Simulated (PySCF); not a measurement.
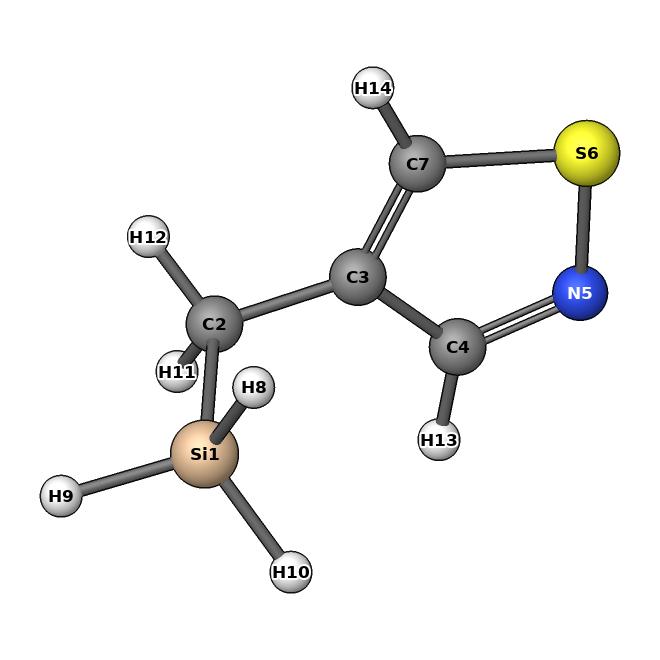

The questions are on isotropic NMR shieldings of the H atoms. The computed structure is the end point of a GFN2-xTB optimisation. No frequency run is at hand to confirm it as a minimum. Method: GIAO PBE0/pcSseg-1 NMR shielding, non-relativistic, gas phase (PySCF 2.14.0).

Which H atom is the most shielded (lowest chemical shift)?

Answer. H11 (29.22 ppm).

Which H atom is the least shielded (highest chemical shift)?

Answer. H13 (23.39 ppm).

How wide is the range of H shifts?

Answer. 5.83 ppm.

List the isotropic NMR shieldings of the H atoms.

| atom | σ (ppm) |
| --- | --- |
| H8 | 27.95 |
| H9 | 27.54 |
| H10 | 27.84 |
| H11 | 29.22 |
| H12 | 29.16 |
| H13 | 23.39 |
| H14 | 23.72 |

The geometry is semi-empirical. Around Si such bond lengths and angles can be off by a tenth of an ångström or more and by several degrees, and values that hang on the shape move with them.
